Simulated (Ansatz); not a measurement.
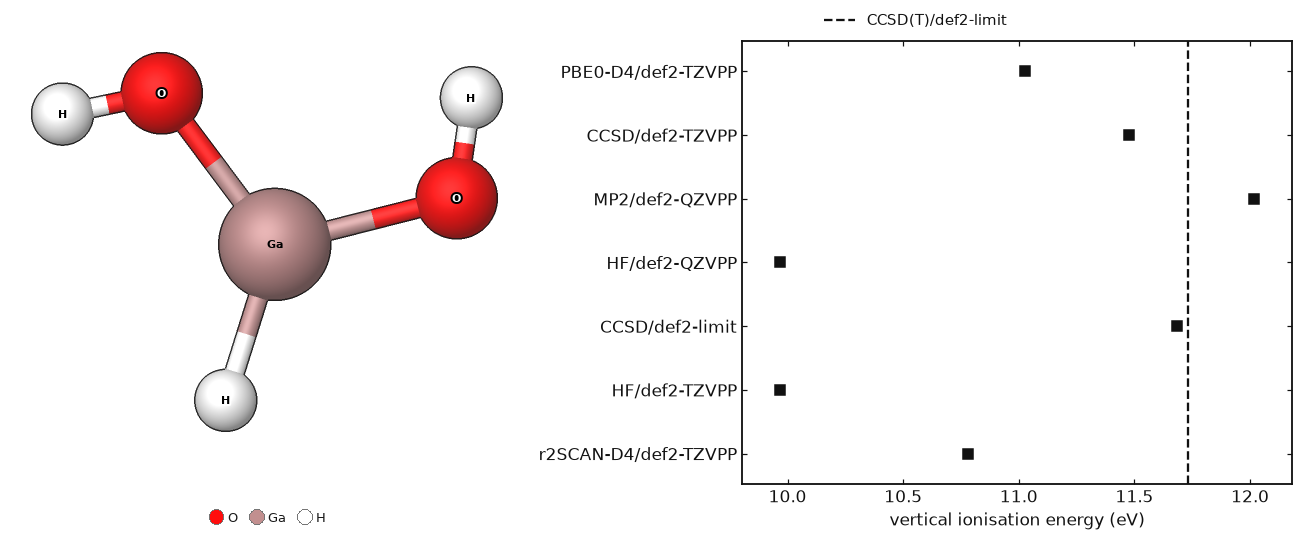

Vertical ionisation energy of GaH₃O₂, SMILES [OH][GaH][OH], singlet, taken as the energy of the cation less that of the neutral at fixed geometry (unrestricted doublet cation, cores frozen in correlated methods, no spin-orbit coupling), the Ansatz code 0.2.0, at a PBE0-D4/def2-TZVP geometry (a minimum by its frequencies). Limit means an estimate of the basis limit from triple and quadruple zeta; for coupled cluster it is either extrapolated directly or built as the MP2 limit plus the step from MP2 in triple zeta. The distance of CCSD/def2-TZVPP and MP2/def2-QZVPP to the limit includes basis error.

What range do the values span, the line included?

From 9.97 eV (HF/def2-QZVPP) to 12.02 eV (MP2/def2-QZVPP).

Give the values.

| level | eV | less CCSD(T)/def2-limit |
| --- | --- | --- |
| PBE0-D4/def2-TZVPP | 11.03 | −0.71 |
| CCSD/def2-TZVPP | 11.48 | −0.25 |
| MP2/def2-QZVPP | 12.02 | 0.29 |
| HF/def2-QZVPP | 9.97 | −1.76 |
| CCSD/def2-limit | 11.68 | −0.05 |
| HF/def2-TZVPP | 9.97 | −1.76 |
| r2SCAN-D4/def2-TZVPP | 10.78 | −0.95 |
| CCSD(T)/def2-limit | 11.73 | 0.00 |

Caveats, for all or some of the runs: no scalar relativity up to krypton; outer-core shells are correlated without core-valence functions, which makes the correlated values less sure.
